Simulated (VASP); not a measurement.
Shape and ions are relaxed at each volume.

Energy against volume of Sc (hcp). Computed with LDA (Ceperley-Alder, Perdew-Zunger), VASP's LDA PAW potentials (set 64) (plane waves; VASP 6.6.1).

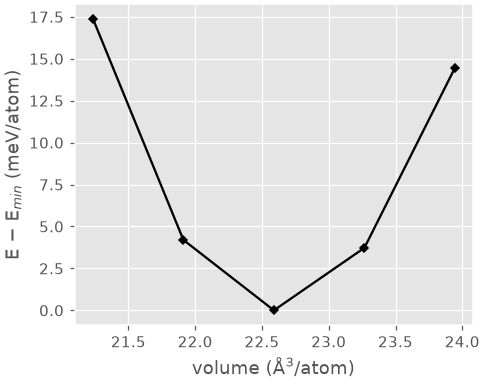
Figure: Energy against volume

Problem. Estimate the equilibrium volume and the bulk modulus.

Solution. The minimum lies near 22.6 Å³/atom, and the curvature gives B0 of about 62 GPa.

The compound is Sc in the hcp structure. It was relaxed first, which changed the volume by -10 %.
